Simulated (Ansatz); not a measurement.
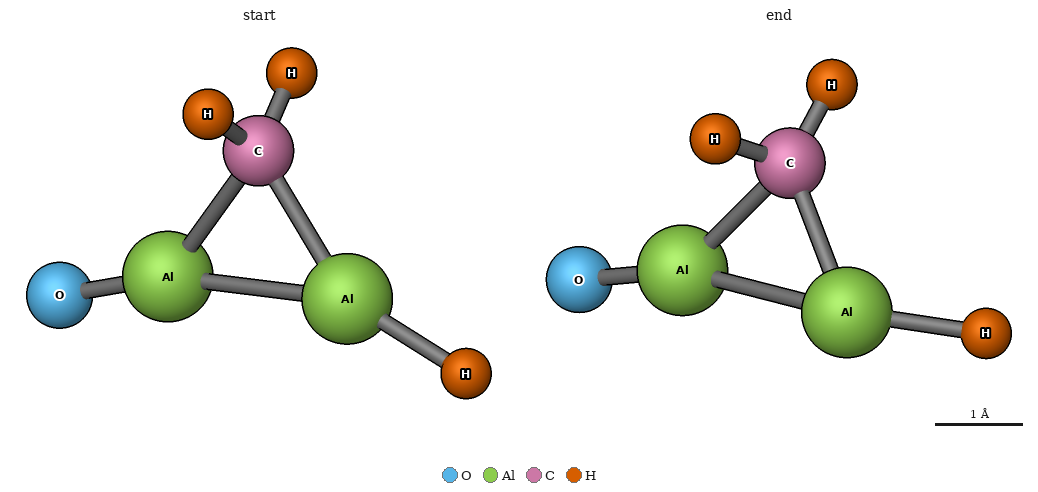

The structure of CH₃Al₂O (charge −1) before (left) and after (right) a relaxation, at one scale.

A ball-and-stick model, seen at a tilt.

All numbers below come from RKS PBE0-D4/def2-TZVPD in Ansatz.

Input file:
```yaml
crystal:
  periodic: [false, false, false]
  atoms:
    - {symbol: O, position_ang: [-0.901400, -2.740610, 1.072990]}
    - {symbol: Al, position_ang: [-0.568510, -1.358330, 0.355750]}
    - {symbol: C, position_ang: [0.604020, 0.479340, 0.511970]}
    - {symbol: Al, position_ang: [-0.426800, 0.609630, -1.213180]}
    - {symbol: H, position_ang: [1.709900, 0.344150, 0.537440]}
    - {symbol: H, position_ang: [0.401770, 1.121340, 1.399810]}
    - {symbol: H, position_ang: [-0.818980, 1.544470, -2.664770]}
basis:
  gaussian: {orbitals: def2-TZVPD}
total_charge: -1
hamiltonian: {xc: pbe0, dispersion: d4}
relax: {f_tol: 0.005, max_steps: 200}
```

Command:
```bash
ansatz run in.yaml --threads 2 --pin off --events-out ev --progress --plain --max-ram 4352MiB
```

Question: What changed between the two?

Answer: Over 16 accepted moves (17 points after the start) the energy falls by 13.4 kcal/mol. Largest force component: 2.1 eV/Å at the start, 0.0019 eV/Å at the end. The line search rejected the trial step at point 7 of the run. H7 moves most after the best rigid fit: 0.53 Å. Largest moves by element: H 0.53 Å, Al 0.45 Å, C 0.22 Å, O 0.18 Å. Among the contacts that change: Al2–C3 2.185 → 2.026 Å, Al4–H7 1.771 → 1.640 Å, C3–Al4 2.014 → 1.953 Å, O1–Al2 1.592 → 1.625 Å. Bond angles that change, for instance: C3–Al4–H7 148.2° → 118.8°, Al2–C3–H5 115.6° → 87.5°, Al4–C3–H5 122.4° → 108.3°. Cost: 46 s on 2 threads of Intel Xeon 6975P-C, on a shared host.
